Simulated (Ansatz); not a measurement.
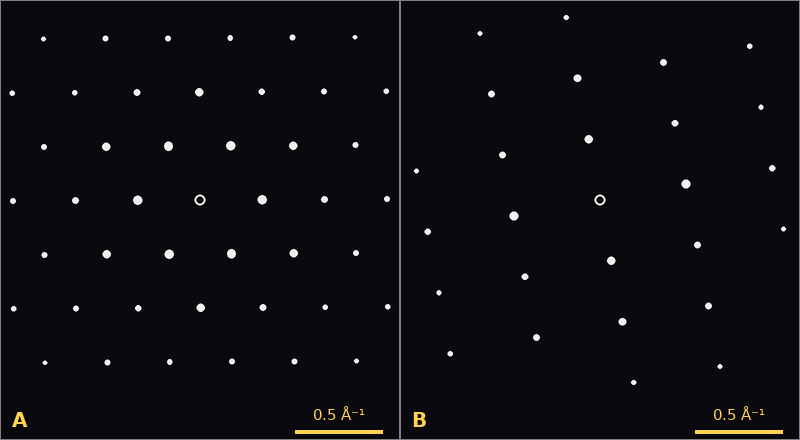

Kinematic electron diffraction patterns (120 kV, B = 0.5 Å², same scale, each along a low-index zone) of two structures of composition IrO, each relaxed at zero pressure with Ansatz, DFT PBE, scalar-relativistic, plane waves, PAW.

The structures (standard cells):
1. P6_3/mmc (No. 194), a = 3.223 Å, c = 5.339 Å (hexagonal axes), 4 atoms; generated start, possibly hypothetical
2. Pm-3m (No. 221), a = 2.810 Å, 2 atoms; generated start, possibly hypothetical

> Which pattern belongs to which structure, and along which zone?

A is structure 1 along [001]: hexagonal net of 1 -1 0 at d = 2.79 Å and 1 0 0 at d = 2.79 Å, 60.0° apart. B is structure 2 along [110] or an equivalent direction: rectangular net of 0 0 1 at d = 2.81 Å and 1 -1 0 at d = 1.99 Å, 90.0° apart.

> Rank the structures by their computed energy.

Structure 1 (P6_3/mmc, 12.01 Å³ an atom) is the lowest of these; structure 2 (Pm-3m, 11.10 Å³ an atom) lies about 190 meV an atom higher. These are static energies at 0 K; other structures, not shown, may lie lower still.
